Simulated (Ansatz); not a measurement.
Consider BAs in the zinc blende structure (space group F-43m, No. 216; a = 4.7839 Å). Axes: x, y, z lie along the cube axes.

The change: uniaxial strain ε_zz = +0.50 %, all other strain components held at zero; the atoms relax in the strained cell.

The values are results of DFT with r2SCAN, PAW potentials and a 500 eV plane-wave cutoff in Ansatz (an electronic-structure program), scalar-relativistic without spin-orbit coupling, not measurements.

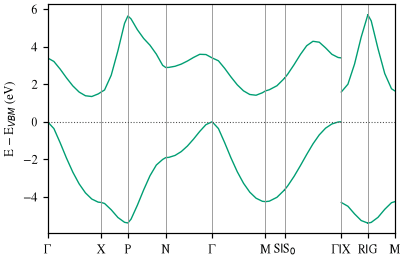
Figure: Highest valence and lowest conduction band along the path of the changed cell's own zone

The gap is 1.35 eV, indirect, Γ → Γ–X (82 % along); the base has 1.38 eV.

No phonon test of stability was made. k-point labels follow each cell's own Brillouin zone.
